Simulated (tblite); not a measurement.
## Geometry relaxation of C₅H₉FOSi

The run: geometry relaxation of C₅H₉FOSi. Method and program: GFN2-xTB geometry optimisation, gas phase (tblite 0.8.0).

It belongs to a series of runs on one base structure; here: H on C replaced by CH2F.

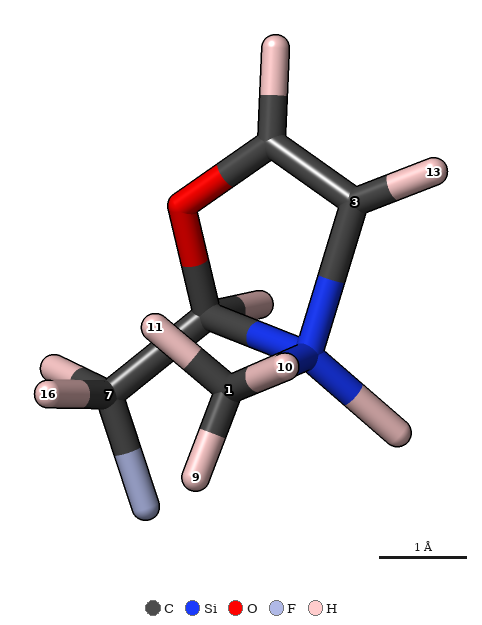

The structure as given in the input (stick view, seen at a tilt; atoms are numbered from 1 in the order of the input).

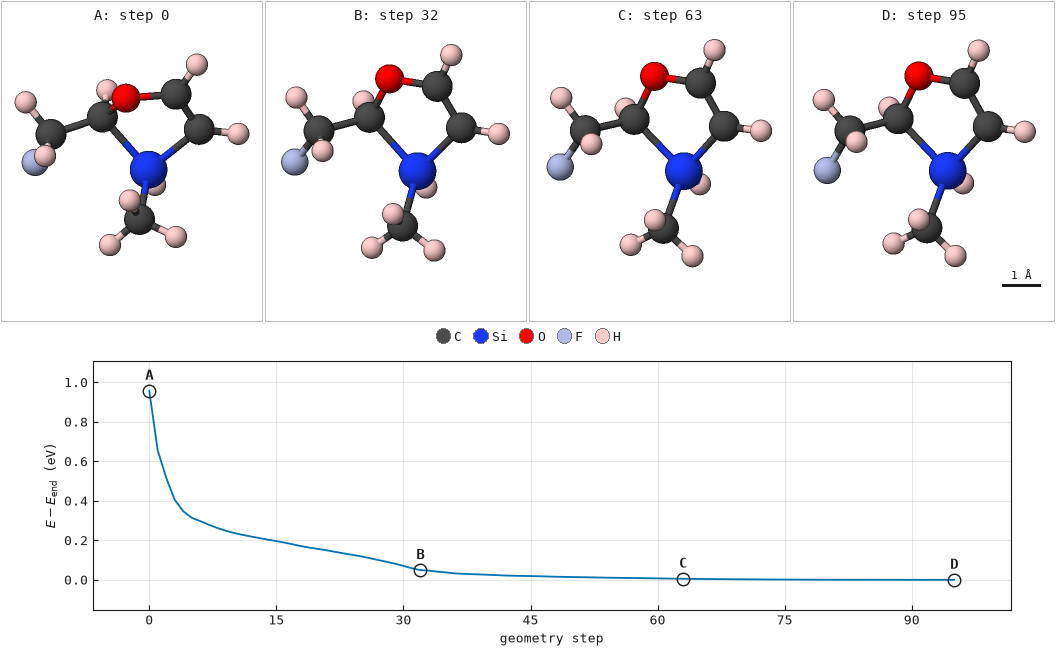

Frames of the relaxation (ball-and-stick view, seen at a tilt) above the curves, on which the letters mark them (steps are counted from 0).

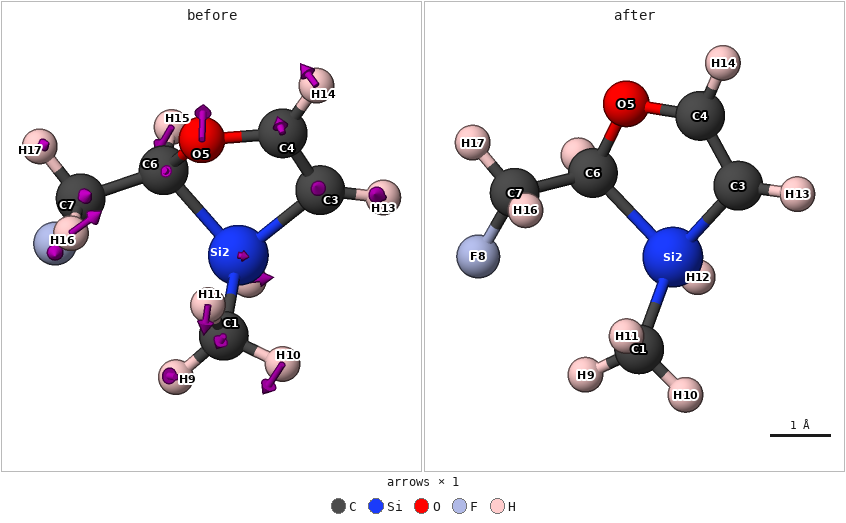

Before (left) and after (right) the relaxation, at one scale (ball-and-stick view, seen at a tilt). The pink arrows give the displacements, at true length. Over 95 geometry steps the energy falls by 0.957 eV. Largest force component: 2.5 eV/Å at the start, 0.008 eV/Å at the end. O5 moves most after the best rigid fit: 0.95 Å. Largest moves by element: O 0.95 Å, H 0.92 Å, F 0.80 Å, C 0.38 Å, Si 0.20 Å. Among the contacts that change: C6–C7 1.477 → 1.524 Å, Si2–H12 1.425 → 1.470 Å, Si2–C6 1.902 → 1.940 Å, C1–H11 1.125 → 1.087 Å. Among the angles that change: Si2–C6–O5 93.5° → 107.5°, O5–C4–H14 123.6° → 111.6°, C1–Si2–C3 106.2° → 116.2°. (Atoms are counted from 1 in the order of the input.)

The input and output of the run follow.

The input
```
{"job": {"kind": "relax", "xc": "GFN2-xTB", "basis": "xTB"}, "charge": 0, "multiplicity": 1}
C      1.722700    -1.033600    -0.035600
Si     0.460600    -0.006800    -0.932600
C      0.833200     1.771400    -0.501300
C      0.068700     2.021100     0.543300
O     -0.675500     0.981500     0.989500
C     -1.189600     0.095900     0.007600
C     -1.653600    -1.212700     0.510200
F     -1.836900    -2.111400    -0.527100
H      1.588800    -2.104200    -0.194800
H      2.725600    -0.644300    -0.292100
H      1.598400    -0.804800     1.058500
H      0.307700    -0.255100    -2.327700
H      1.499000     2.431300    -1.025500
H      0.080300     3.012900     1.023700
H     -1.932900     0.637700    -0.626700
H     -0.978500    -1.671500     1.288700
H     -2.625000    -1.095300     1.031800
```

The first line tells a small driver script what to run in tblite; the rest is the geometry in Å.

Launched with:
```bash
OMP_NUM_THREADS=1 python <driver script> task.json out
```

The program's output
```
step      E/eV     max force
  0    -700.69114    3.190
  1    -700.99393    1.506
  2    -701.13154    1.054
  3    -701.24306    1.154
  4    -701.30087    0.929
  5    -701.33394    0.365
  6    -701.35067    0.365
  7    -701.36888    0.365
  8    -701.38537    0.356
  9    -701.39948    0.402
 10    -701.41119    0.308
 11    -701.42083    0.226
 12    -701.42910    0.237
 13    -701.43712    0.263
 14    -701.44488    0.215
 15    -701.45237    0.215
 16    -701.46041    0.219
 17    -701.46943    0.256
 18    -701.47852    0.221
 19    -701.48614    0.174
 20    -701.49255    0.185
 21    -701.49956    0.227
 22    -701.50746    0.200
 23    -701.51496    0.186
 24    -701.52211    0.200
 25    -701.52976    0.277
 26    -701.53849    0.304
 27    -701.54793    0.276
 28    -701.55716    0.237
 29    -701.56667    0.264
 30    -701.57804    0.339
 31    -701.59007    0.296
 32    -701.59931    0.234
 33    -701.60200    0.398
 34    -701.60720    0.294
 35    -701.61081    0.182
 36    -701.61567    0.116
 37    -701.61794    0.170
 38    -701.61976    0.092
 39    -701.62125    0.096
 40    -701.62292    0.120
 41    -701.62490    0.100
 42    -701.62664    0.114
 43    -701.62785    0.085
 44    -701.62871    0.083
 45    -701.62941    0.070
 46    -701.63054    0.089
 47    -701.63154    0.090
 48    -701.63281    0.076
 49    -701.63374    0.067
 50    -701.63449    0.062
 51    -701.63516    0.071
 52    -701.63590    0.076
 53    -701.63671    0.062
 54    -701.63750    0.062
 55    -701.63816    0.052
 56    -701.63874    0.055
 57    -701.63928    0.075
 58    -701.63988    0.080
 59    -701.64055    0.075
 60    -701.64123    0.071
 61    -701.64188    0.065
 62    -701.64251    0.059
 63    -701.64317    0.059
 64    -701.64373    0.060
 65    -701.64417    0.057
 66    -701.64454    0.051
 67    -701.64492    0.050
 68    -701.64528    0.045
 69    -701.64558    0.035
 70    -701.64583    0.038
 71    -701.64610    0.038
 72    -701.64642    0.046
 73    -701.64675    0.039
 74    -701.64699    0.031
 75    -701.64716    0.037
 76    -701.64733    0.040
 77    -701.64756    0.038
 78    -701.64778    0.026
 79    -701.64791    0.024
 80    -701.64796    0.017
 81    -701.64799    0.014
 82    -701.64802    0.013
 83    -701.64806    0.016
 84    -701.64810    0.015
 85    -701.64814    0.015
 86    -701.64818    0.015
 87    -701.64822    0.016
 88    -701.64828    0.020
 89    -701.64833    0.018
 90    -701.64838    0.016
 91    -701.64841    0.015
 92    -701.64844    0.011
 93    -701.64847    0.013
 94    -701.64849    0.010
 95    -701.64851    0.009
```

Trajectory as extended XYZ (Å, eV, eV/Å), 6 of the 96 frames kept, from step=0 to step=95
```
17
Properties=species:S:1:pos:R:3:forces:R:3 step=0 energy=-700.69114
C     1.7227   -1.0336   -0.0356    0.4990   0.1940   1.3310
Si    0.4606   -0.0068   -0.9326    0.2900  -0.0390  -1.0920
C     0.8332    1.7714   -0.5013    0.4700  -0.1560  -1.0980
C     0.0687    2.0211    0.5433    0.5340   0.6770  -0.3300
O    -0.6755    0.9815    0.9895   -1.7410   0.8520   2.5330
C    -1.1896    0.0959    0.0076    1.4540   0.8900  -1.9000
C    -1.6536   -1.2127    0.5102   -0.8990  -0.6940   1.6700
F    -1.8369   -2.1114   -0.5271    0.2250   0.4090   0.4560
H     1.5888   -2.1042   -0.1948    0.4310   0.2920   0.0390
H     2.7256   -0.6443   -0.2921   -0.4710  -0.7360   0.0230
H     1.5984   -0.8048    1.0585    0.1800  -0.4510  -0.8260
H     0.3077   -0.2551   -2.3277   -0.1130  -0.2150  -0.8220
H     1.4990    2.4313   -1.0255   -0.1380   0.2330   0.2940
H     0.0803    3.0129    1.0237   -0.5320  -0.9180   0.3520
H    -1.9329    0.6377   -0.6267    0.0120  -0.4310   0.6270
H    -0.9785   -1.6715    1.2887   -0.1900   0.3580  -0.9620
H    -2.6250   -1.0953    1.0318   -0.0100  -0.2650  -0.2930
17
Properties=species:S:1:pos:R:3:forces:R:3 step=19 energy=-701.48614
C     1.7655   -1.0721   -0.0770   -0.0300  -0.0310  -0.0400
Si    0.5337    0.0267   -1.0182    0.1080   0.0730  -0.0410
C     0.7992    1.8087   -0.4908   -0.0170  -0.0040   0.0540
C    -0.0094    2.0453    0.5491   -0.1130   0.0140  -0.1070
O    -0.9991    1.1881    0.8848    0.1040  -0.0560   0.0200
C    -1.1397    0.1289   -0.0760   -0.0340   0.1220   0.0470
C    -1.6299   -1.1395    0.5988    0.0760   0.1360  -0.0400
F    -1.8107   -2.1011   -0.3688   -0.0020   0.0200   0.0790
H     1.6033   -2.1269   -0.2731   -0.0320  -0.0350   0.0310
H     2.7947   -0.8482   -0.3409   -0.0320   0.0330   0.0030
H     1.6428   -0.8941    0.9896    0.1240  -0.0880   0.0120
H     0.2770   -0.3886   -2.3896    0.0410   0.0600  -0.1310
H     1.5293    2.5341   -0.8007    0.0710  -0.1160   0.1040
H     0.0261    2.9133    1.1974   -0.1410  -0.0490  -0.0900
H    -1.9129    0.4528   -0.7842   -0.1090  -0.0010  -0.0020
H    -0.8801   -1.5266    1.2959   -0.1120   0.0010   0.0580
H    -2.5968   -0.9888    1.0939    0.0970  -0.0780   0.0420
17
Properties=species:S:1:pos:R:3:forces:R:3 step=38 energy=-701.61976
C     1.7706   -1.2237   -0.2258    0.0110   0.0070   0.0220
Si    0.5915    0.0693   -0.9581   -0.0550   0.0550  -0.0090
C     0.8591    1.7632   -0.2096    0.0340   0.0250  -0.0380
C    -0.2241    2.1271    0.4837    0.0220  -0.0260  -0.0820
O    -1.3186    1.3464    0.5430    0.0630  -0.0190   0.0270
C    -1.1991    0.1268   -0.2044   -0.0390   0.0330  -0.0060
C    -1.5466   -1.0310    0.7233    0.0010  -0.0020   0.0250
F    -1.7238   -2.1771   -0.0122    0.0510   0.0300  -0.0050
H     1.4749   -2.2410   -0.4572   -0.0600  -0.0110   0.0010
H     2.7653   -1.0725   -0.6316    0.0250  -0.0120  -0.0350
H     1.8494   -1.1262    0.8530   -0.0150  -0.0420   0.0480
H     0.5095   -0.0796   -2.4176   -0.0290   0.0580   0.0310
H     1.7319    2.3877   -0.2601   -0.0570   0.0200   0.0330
H    -0.3491    3.0475    1.0417   -0.0190  -0.0870  -0.0240
H    -1.9778    0.1723   -0.9767    0.0770  -0.0400  -0.0090
H    -0.7390   -1.2292    1.4335   -0.0070  -0.0090   0.0400
H    -2.4810   -0.8480    1.2652   -0.0030   0.0200  -0.0190
17
Properties=species:S:1:pos:R:3:forces:R:3 step=57 energy=-701.63928
C     1.7437   -1.2860   -0.2770   -0.0270   0.0160   0.0110
Si    0.6408    0.1076   -0.9355   -0.0150   0.0100  -0.0270
C     0.8658    1.7823   -0.1338    0.0290   0.0120  -0.0680
C    -0.2770    2.1410    0.4564   -0.0110   0.0390   0.0110
O    -1.3637    1.3524    0.4482   -0.0090   0.0150  -0.0020
C    -1.1653    0.1050   -0.2276    0.0140  -0.0010  -0.0070
C    -1.4990   -0.9992    0.7686   -0.0040  -0.0030   0.0110
F    -1.5801   -2.2071    0.1242    0.0260  -0.0210  -0.0390
H     1.3269   -2.2586   -0.5180    0.0070  -0.0220  -0.0040
H     2.7323   -1.2260   -0.7211   -0.0230  -0.0080   0.0000
H     1.8626   -1.2300    0.8015    0.0170  -0.0120   0.0120
H     0.5608    0.0846   -2.4059    0.0250   0.0010   0.0450
H     1.7206    2.4328   -0.1252   -0.0190  -0.0310   0.0140
H    -0.4625    3.0657    0.9857    0.0120   0.0000   0.0190
H    -1.9120    0.0619   -1.0274   -0.0210   0.0030   0.0030
H    -0.7296   -1.1021    1.5394    0.0100   0.0370   0.0080
H    -2.4712   -0.8122    1.2376   -0.0100  -0.0330   0.0130
17
Properties=species:S:1:pos:R:3:forces:R:3 step=76 energy=-701.64733
C     1.7028   -1.3014   -0.2648   -0.0040   0.0190  -0.0190
Si    0.6325    0.1143   -0.9355   -0.0020  -0.0010  -0.0020
C     0.8606    1.7975   -0.1531   -0.0050  -0.0080  -0.0060
C    -0.2703    2.1523    0.4631   -0.0040   0.0030  -0.0110
O    -1.3584    1.3634    0.4692    0.0060  -0.0110   0.0050
C    -1.1720    0.1238   -0.2224    0.0130  -0.0050  -0.0150
C    -1.4731   -1.0021    0.7587   -0.0080   0.0200   0.0020
F    -1.4054   -2.2093    0.1092    0.0000  -0.0130   0.0130
H     1.2585   -2.2639   -0.5003    0.0050   0.0020   0.0220
H     2.6868   -1.2725   -0.7212    0.0090   0.0010   0.0000
H     1.8387   -1.2463    0.8124   -0.0140   0.0030  -0.0180
H     0.5774    0.0859   -2.4039   -0.0090  -0.0030   0.0020
H     1.7141    2.4477   -0.1587    0.0120  -0.0080   0.0210
H    -0.4459    3.0725    1.0026    0.0080   0.0170   0.0060
H    -1.9300    0.0897   -1.0121    0.0070   0.0060  -0.0040
H    -0.7419   -1.0293    1.5718    0.0180  -0.0010   0.0000
H    -2.4811   -0.9103    1.1752   -0.0330  -0.0220   0.0040
17
Properties=species:S:1:pos:R:3:forces:R:3 step=95 energy=-701.64851
C     1.7017   -1.2949   -0.2716    0.0040  -0.0030   0.0020
Si    0.6259    0.1128   -0.9455    0.0020  -0.0080  -0.0010
C     0.8648    1.7870   -0.1478   -0.0070  -0.0050   0.0010
C    -0.2671    2.1465    0.4638    0.0030   0.0020  -0.0030
O    -1.3615    1.3657    0.4579    0.0020  -0.0010   0.0020
C    -1.1773    0.1228   -0.2292    0.0000   0.0030  -0.0060
C    -1.4751   -0.9977    0.7601   -0.0010   0.0040  -0.0020
F    -1.3772   -2.2126    0.1279    0.0020   0.0010   0.0050
H     1.2603   -2.2627   -0.4888    0.0020   0.0000  -0.0020
H     2.6850   -1.2684   -0.7296    0.0010  -0.0010  -0.0040
H     1.8385   -1.2240    0.8042    0.0030  -0.0010   0.0030
H     0.5631    0.0864   -2.4136   -0.0020   0.0020   0.0040
H     1.7280    2.4248   -0.1338   -0.0060  -0.0010  -0.0010
H    -0.4366    3.0644    1.0099   -0.0020   0.0030   0.0040
H    -1.9359    0.0862   -1.0178    0.0010   0.0050  -0.0020
H    -0.7524   -1.0012    1.5817   -0.0010  -0.0020   0.0000
H    -2.4912   -0.9231    1.1622   -0.0010   0.0000   0.0000
```

Key numbers

| quantity | value |
| --- | --- |
| outcome | converged |
| total energy | −701.6485 eV |
| hardware | 1 CPU thread, shared host |
| wall time | 0.53 s |
| peak memory | 0.18 GiB |
